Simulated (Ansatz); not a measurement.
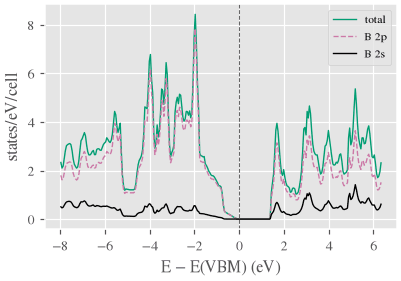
Total and projected density of states of B (α-B12, space group No. 166), the program Ansatz at the PBE+D3(BJ) level (PAW)

Problem. Which orbitals carry the states next to the gap?

Solution. Top 1 eV of the valence band: B 2p 95 %. Bottom 1 eV of the conduction band: B 2p 81 %, B 2s 16 %. Projections are on Löwdin-orthogonalised atomic valence shells; empty p or d shells of many metals are not among them.

Problem. Where is the tallest occupied peak in this window, and what makes it?

Solution. Near -2.0 eV, about 8.4 states/eV per cell; the largest projected share is B 2p.

Space group R-3m (α-B12). The PBE+D3(BJ) relaxation kept the symmetry of its start.

Potentials: the earlier of the program's two PAW sets.
